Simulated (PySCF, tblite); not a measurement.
**C3H9NO3Si: geometry, infrared bands and NMR shifts**

What infrared bands and NMR shifts should C3H9NO3Si (`C=CCO[Si](N)(O)O`) show?

Programs: tblite 0.8.0 and PySCF 2.14.0, with density-fitted response routines of our own. Each step states its level of theory. These are calculated values for one molecule in the gas phase, unless marked as measured. Atoms are numbered from 0 throughout.

### 1 The starting structure

17 atoms, charge 0, multiplicity 1; geometry from: force field or distance geometry start.

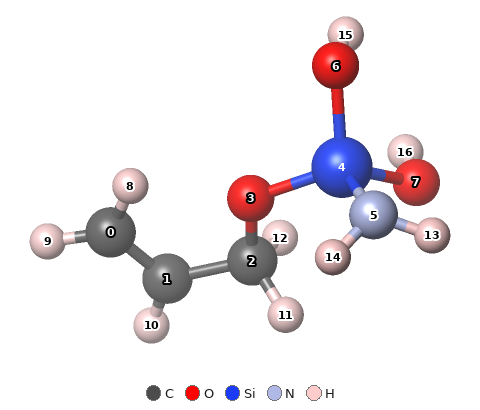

As it starts; carbon dark grey, oxygen red, silicon blue, nitrogen light blue, hydrogen pink, atoms numbered.

### 2 Optimising the geometry with GFN2-xTB

What the job is given:

```
{"job": {"kind": "relax", "xc": "GFN2-xTB", "basis": "xTB"}, "charge": 0, "multiplicity": 1}
C      2.734000    -0.535400     0.103400
C      2.220300     0.300000    -0.833200
C      0.748400     0.491100    -0.787000
O      0.271100    -0.271500     0.243300
Si    -1.407900    -0.209000     0.485600
N     -1.926500     1.014900     1.652700
O     -1.914300    -1.732400     1.115800
O     -2.246300     0.096100    -0.983300
H      2.051300    -1.003800     0.810200
H      3.788800    -0.728000     0.148000
H      2.848300     0.793100    -1.558800
H      0.454300     1.564200    -0.734900
H      0.384400     0.047300    -1.752500
H     -2.707000     1.582100     1.284000
H     -1.151100     1.574600     2.084000
H     -2.079000    -2.354200     0.379300
H     -2.075700    -0.617100    -1.666400
```

Launch:

```
> OMP_NUM_THREADS=1 python probes_run.py task.json out
```

The driver reads the jobs from task.json and runs them one after another.

**Question.** This job is followed by: GFN2-xTB harmonic vibrations, gas phase; GIAO PBE0/pcSseg-1 NMR shielding, non-relativistic, gas phase. What will the session give for the following? strongest single infrared mode (GFN2-xTB); zero-point energy (GFN2-xTB); 13C shifts against TMS (PBE0/pcSseg-1); 1H shifts against TMS (PBE0/pcSseg-1, means over atoms taken as alike); 17O shifts against H2O (PBE0/pcSseg-1, means over atoms taken as alike); 29Si shifts against TMS (PBE0/pcSseg-1); 15N shifts against NH3 (PBE0/pcSseg-1).

**Answer**, as computed:

| quantity | value |
| --- | --- |
| strongest single infrared mode (GFN2-xTB) | 949 cm⁻¹, 326 km/mol |
| zero-point energy (GFN2-xTB) | 79.2 kcal/mol |
| 13C shifts against TMS (PBE0/pcSseg-1) | 145.0, 117.1, 67.4 ppm |
| 1H shifts against TMS (PBE0/pcSseg-1, means over atoms taken as alike) | 6.14, 5.74, 5.49, 4.74, 1.90, 0.34 ppm |
| 17O shifts against H2O (PBE0/pcSseg-1, means over atoms taken as alike) | 49.7, 45.5 ppm |
| 29Si shifts against TMS (PBE0/pcSseg-1) | -63.5 ppm |
| 15N shifts against NH3 (PBE0/pcSseg-1) | 20.3 ppm |

Relaxing lowered the energy by 1.049 eV in 113 steps; the close pair that moved most is Si4–O7, from 1.719 to 1.625 Å. The lowest mode is slightly imaginary (13i cm⁻¹), a soft motion within the noise of the Hessian, so the minimum is not strictly shown. The strongest single mode, at 949 cm⁻¹, has its largest shares on Si4, N5 and O6 (the list is cut at 3 atoms). GFN2-xTB is a fitted tight-binding method: band positions and strengths are rough. Its intensities can rank the bands wrongly. The most deshielded carbon is C1 (alkene CH), at 145.0 ppm: an sp2 carbon of a C=C bond. H10 (hydrogen on an alkene CH) lies farthest downfield among hydrogen, at 6.14 ppm; attached to an sp2 carbon and in the plane of the double bond.
